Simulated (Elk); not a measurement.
# Collinear magnetic orders of Cr with Elk

A self-consistent run ends on one state, which hangs on the start. Several orders of Cr are started in Elk and their energies compared.

Calculated with Elk 11.2.3 (patched build); PBEsol; all-electron APW+lo, Dirac cores, scalar-relativistic bands.

## 1. The starting structure

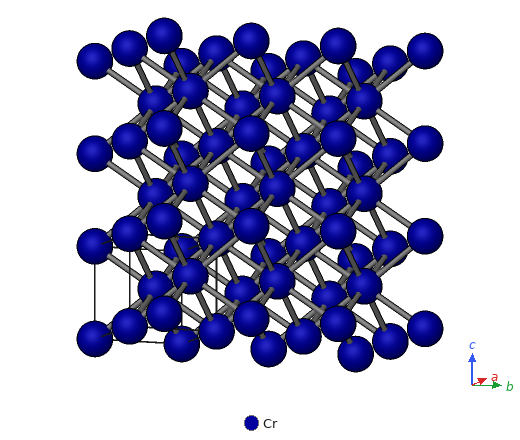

Start, viewed from a free direction; chromium blue. 2×3×3 cells are drawn. Some periodic images of atoms are drawn too.

The cell comes from a database of computed structures and need not be the stable phase.

## 2. Order 1, typed as ferro ++

The parallel start comes first: it fits the smallest cell, keeps the most symmetry and shows whether parallel moments form.

The last three numbers of an atom's line are a seed field in its sphere. It points against the wanted moment and shrinks by the factor reducebf each loop.

Input file elk.in:

```
tasks
  0
  33
  73

xctype
  22

rgkmax
  7.0

nempty
  14

swidth
  0.005

reducebf
  0.5

epsengy
  1e-05

maxscl
  100

lmaxi
  2

spinpol
  .true.

sppath
  './'

avec
  5.61040667272 0.00000000000 0.00000000000
  0.00000000000 5.61040667272 0.00000000000
  0.00000000000 0.00000000000 5.61040667272

atoms
  1
  'Cr.in'
  2
  0.0000000000 0.0000000000 0.0000000000   0.000000 0.000000 -0.075000
  0.5000000000 0.5000000000 0.5000000000   0.000000 0.000000 -0.075000

ngridk
  8 8 8

plot3d
  0 0 0
  1 0 0
  0 1 0
  0 0 1
  15 15 15
```

The run is started by

```
$ OMP_NUM_THREADS=2 elk
```

Numbers of over 12 decimals in the logs are rounded to 6 here.

What it wrote:

```text
Info(gndstate): no moment of its own; a second start begins; STATE.OUT holds the state before
Info(gndstate): the second start gave no lower state; one of another order, or behind a
 stronger field, isn't excluded

--- INFO.OUT ---
┌─────────────────────────┐
│ Elk code version 11.2.3 │
└─────────────────────────┘

All units are atomic (Hartree, Bohr, etc.)

┌─────────────────────────────────────────────────┐
│ Ground-state run starting from atomic densities │
└─────────────────────────────────────────────────┘

Lattice vectors :
   5.610406673       0.000000000       0.000000000
   0.000000000       5.610406673       0.000000000
   0.000000000       0.000000000       5.610406673

Reciprocal lattice vectors :
   1.119916197       0.000000000       0.000000000
   0.000000000       1.119916197       0.000000000
   0.000000000       0.000000000       1.119916197

Unit cell volume      :    176.5968803
Brillouin zone volume :    1.404612658

Muffin-tin inner radius fraction :   0.1000000000E-01

Nuclei treated as point charges

Species : 1 (Cr)
 parameters loaded from : Cr.in
 name : chromium
 nuclear charge    :   -24.00000000
 electronic charge :    24.00000000
 atomic mass :    94783.09202
 muffin-tin radius :    2.400000000
 number of radial points in muffin-tin :    993
 inner part over the whole radius :   0.9857795597E-02
 number on inner part of muffin-tin    :    699
 approximate nuclear radius :   0.6987106690E-04
 number of mesh points to nuclear radius :    328
 atomic positions (lattice), magnetic fields (Cartesian) :
  1 :   0.00000000  0.00000000  0.00000000    0.00000000  0.00000000 -0.07500000
  2 :   0.50000000  0.50000000  0.50000000    0.00000000  0.00000000 -0.07500000

Total number of atoms per unit cell :    2
Total muffin-tin volume :    115.8116716
 ratio of muffin-tin to unit cell volume :   0.6557968146

Spin treatment :
 spin-polarised
 global magnetic field (Cartesian) :    0.000000000       0.000000000       0.000000000
 collinear magnetisation in z-direction

Number of Bravais lattice symmetries :   48
Number of crystal symmetries         :   96
Crystal has inversion symmetry
Real symmetric eigensolver will be used

k-point grid :      8     8     8
k-point offset :    0.000000000       0.000000000       0.000000000
k-point set is reduced with full crystal symmetry group
Total number of k-points :       35

Muffin-tin radius times maximum |G+k| :    7.000000000
 using average radius
Maximum |G+k| for APW functions       :    2.916666667
Maximum (1/2)|G+k|²                   :    4.253472222
Maximum |G| for potential and density :    12.00000000
Constant for pseudocharge density :    7
 order of it for each species :   14
 order of it for pair densities of each species (exact exchange by exxq0 0: 14) :   10
Radial integration step length :    1

G-vector grid sizes :     24    24    24
Number of G-vectors :     5137

Maximum angular momentum used for
 APW functions            :    8
 outer part of muffin-tin :    6
 inner part of muffin-tin :    2

Total nuclear charge    :   -48.00000000
Total core charge       :    20.00000000
Total valence charge    :    28.00000000
Total excess charge     :    0.000000000
Total electronic charge :    48.00000000

Effective Wigner radius, rₛ :   0.9576740661

Number of empty states         :     28
Total number of valence states :     86
Total number of core states    :     20

Third-order local-orbitals added for an l without core states : T
Total number of local-orbitals :     46

Exchange-correlation functional :     22     0     0
 PBEsol, Phys. Rev. Lett. 100, 136406 (2008)
 gradient requirement :    1
 generalised gradient approximation (GGA)

Smearing type :    3
 Fermi-Dirac
Smearing width :   0.5000000000E-02
Effective electronic temperature (K) :    1578.875124

Mixing type :    3
 Broyden mixing, J. Phys. A: Math. Gen. 17, L317 (1984)

Kohn-Sham potential initialised from atomic data

┌──────────────────────────────┐
│ Self-consistent loop started │
└──────────────────────────────┘

┌─────────────────┐
│ Loop number : 1 │
└─────────────────┘

Energies :
 Fermi                       :     0.285283
 sum of occupied eigenvalues :     -1221.1127780108
 electron kinetic            :      2111.4808068183
 core electron kinetic       :      1923.0938526790
 Coulomb                     :     -4116.8797600313
 Coulomb potential           :     -3226.0018736472
 nuclear-nuclear             :     -373.62683113473
 electron-nuclear            :     -4275.1550724149
 Hartree                     :      531.90214351833
 Madelung                    :     -2503.8788232077
 xc potential                :     -106.53085742017
 xc effective B-field        :    -0.19896066355625E-01
 external B-field            :      0.000000
 exchange                    :     -91.816506239527
 correlation                 :     -2.476980
 electron entropic           :    -0.53465440174286E-02
 total energy                :     -2099.6977860172
 (external B-field energy excluded from total)

Density of states at Fermi energy :    65.69480144
 (states/Hartree/unit cell)

Estimated indirect band gap :   0.2257125718E-02
 from k-point 12 to k-point 8
Estimated direct band gap   :   0.5220868762E-02
 at k-point 7

Charges :
 core                        :    20.00000000
 valence                     :    28.00000000
 interstitial                :    2.892033636
 muffin-tins (core leakage)
  species : 1 (Cr)
   atom 1                    :    22.55398318     ( -0.2234867420E-06)
   atom 2                    :    22.55398318     ( -0.2234867420E-06)
 total in muffin-tins        :    45.10796636
 total calculated charge     :    47.99981948
 total charge                :    48.00000000
 error                       :   0.1805207180E-03

Moments :
 interstitial                :  -0.4509551513E-01
 muffin-tins
  species : 1 (Cr)
   atom 1                    :   0.6923296648
   atom 2                    :   0.6923296648
 total in muffin-tins        :    1.384659330
 total moment                :    1.339563815

┌─────────────────┐
│ Loop number : 2 │
└─────────────────┘

Energies :
 Fermi                       :     0.284151
 sum of occupied eigenvalues :     -1221.2578280847
 electron kinetic            :      2111.1225418341
 core electron kinetic       :      1922.8058475491
 Coulomb                     :     -4117.1859870435
 Coulomb potential           :     -3225.8977881184
 nuclear-nuclear             :     -373.62683113473
 electron-nuclear            :     -4275.8775617581
 Hartree                     :      532.31840584934
 Madelung                    :     -2504.2370929843
 xc potential                :     -106.43755815339
 xc effective B-field        :    -0.20055518356825E-01
 external B-field            :      0.000000
 exchange                    :     -91.843351855491
 correlation                 :     -2.477018
 electron entropic           :    -0.53995542051429E-02
 total energy                :     -2100.3892145888
 (external B-field energy excluded from total)

Density of states at Fermi energy :    66.34438880
 (states/Hartree/unit cell)

Estimated indirect band gap :   0.2273577436E-02
 from k-point 12 to k-point 8
Estimated direct band gap   :   0.5194459160E-02
 at k-point 7

Charges :
 core                        :    20.00000000
 valence                     :    28.00000000
 interstitial                :    2.877686668
 muffin-tins (core leakage)
  species : 1 (Cr)
   atom 1                    :    22.56115667     ( -0.2234870600E-06)
   atom 2                    :    22.56115667     ( -0.2234870600E-06)
 total in muffin-tins        :    45.12231333
 total calculated charge     :    47.99981899
 total charge                :    48.00000000
 error                       :   0.1810051990E-03

Moments :
 interstitial                :  -0.4537019512E-01
 muffin-tins
  species : 1 (Cr)
   atom 1                    :   0.6949895067
   atom 2                    :   0.6949895067
 total in muffin-tins        :    1.389979013
 total moment                :    1.344608818

RMS change in Kohn-Sham potential (target) :    6.153981985     (  0.1000000000E-05)
Absolute change in total energy (target)   :   0.6914285716     (  0.1000000000E-04)

[... loops 3 to 37 left out ...]

┌──────────────────┐
│ Loop number : 38 │
└──────────────────┘

Energies :
 Fermi                       :     0.316567
 sum of occupied eigenvalues :     -1222.3910089683
 electron kinetic            :      2122.9757332136
 core electron kinetic       :      1922.8383155327
 Coulomb                     :     -4127.3152197990
 Coulomb potential           :     -3220.6063689737
 nuclear-nuclear             :     -373.62683113473
 electron-nuclear            :     -4301.7106122966
 Hartree                     :      548.02222363234
 Madelung                    :     -2517.0120353122
 xc potential                :     -124.76037320821
 xc effective B-field        :    -0.16793402836564E-12
 external B-field            :      0.000000
 exchange                    :     -92.840132787503
 correlation                 :     -2.480043
 electron entropic           :    -0.39597332192046E-02
 total energy                :     -2099.6636221108
 (external B-field energy excluded from total)

Density of states at Fermi energy :    45.15266199
 (states/Hartree/unit cell)

Estimated indirect band gap :   0.2098932248E-02
 from k-point 16 to k-point 9
Estimated direct band gap   :   0.1295029180E-01
 at k-point 8

Charges :
 core                        :    20.00000000
 valence                     :    28.00000000
 interstitial                :    2.307699996
 muffin-tins (core leakage)
  species : 1 (Cr)
   atom 1                    :    22.84615000     ( -0.2234883976E-06)
   atom 2                    :    22.84615000     ( -0.2234883976E-06)
 total in muffin-tins        :    45.69230000
 total calculated charge     :    47.99981551
 total charge                :    48.00000000
 error                       :   0.1844869778E-03

Moments :
 interstitial                :   0.1369713919E-05
 muffin-tins
  species : 1 (Cr)
   atom 1                    :   0.9988748997E-06
   atom 2                    :   0.9988748997E-06
 total in muffin-tins        :   0.1997749799E-05
 total moment                :   0.3367463719E-05

RMS change in Kohn-Sham potential (target) :   0.9366628118E-07 (  0.1000000000E-05)
Absolute change in total energy (target)   :   0.5279557172E-05 (  0.1000000000E-04)

Convergence targets achieved

┌──────────────────┐
│ Loop number : 39 │
└──────────────────┘

Energies :
 Fermi                       :     0.316567
 sum of occupied eigenvalues :     -1222.3910090018
 electron kinetic            :      2122.9757333884
 core electron kinetic       :      1922.8383156499
 Coulomb                     :     -4127.3152198442
 Coulomb potential           :     -3220.6063689681
 nuclear-nuclear             :     -373.62683113473
 electron-nuclear            :     -4301.7106123932
 Hartree                     :      548.02222368367
 Madelung                    :     -2517.0120353602
 xc potential                :     -124.76037342213
 xc effective B-field        :    -0.16567518617272E-12
 external B-field            :      0.000000
 exchange                    :     -92.840132790934
 correlation                 :     -2.480043
 electron entropic           :    -0.39597332263997E-02
 total energy                :     -2099.6636219846
 (external B-field energy excluded from total)

Density of states at Fermi energy :    45.15266208
 (states/Hartree/unit cell)

Estimated indirect band gap :   0.2098933215E-02
 from k-point 16 to k-point 9
Estimated direct band gap   :   0.1295029269E-01
 at k-point 8

Charges :
 core                        :    20.00000000
 valence                     :    28.00000000
 interstitial                :    2.307699994
 muffin-tins (core leakage)
  species : 1 (Cr)
   atom 1                    :    22.84615000     ( -0.2234886995E-06)
   atom 2                    :    22.84615000     ( -0.2234886995E-06)
 total in muffin-tins        :    45.69230001
 total calculated charge     :    47.99981551
 total charge                :    48.00000000
 error                       :   0.1844869772E-03

Moments :
 interstitial                :   0.1360226523E-05
 muffin-tins
  species : 1 (Cr)
   atom 1                    :   0.9920247931E-06
   atom 2                    :   0.9920247931E-06
 total in muffin-tins        :   0.1984049586E-05
 total moment                :   0.3344276110E-05

┌──────────────────────────────┐
│ Self-consistent loop stopped │
└──────────────────────────────┘

Wrote STATE.OUT
```

It took 2.1 min on 2 threads of Arm Neoverse V1, shared host; peak memory 0.13 GiB.

The moments died away, and this build then starts once more from a stronger push, within the same count of loops. That gave no lower state.

The spin moment in the muffin-tin sphere vanishes on all atoms.

Read from the output:

```
final state : non-magnetic
```

After 39 cycles the seed has died away: no moment is left.

[end of part 1 of 2]

[Logs and program files are shortened in this print: banners, set-up blocks, solver, clock and traceback lines can be left out without a mark of their own.]

[Logs are printed without paths, hosts, clocks, repeated set-up lines and the standing remarks that a program may print on its own settings, such as how far it seeks lower states.]

[Hosts, paths, dates, database ids (printed as entryN), source tags and the programs' standing remarks are cut or masked in the printed files.]

[Where a cell is said to come from a database of computed structures, the database is the Materials Project.]
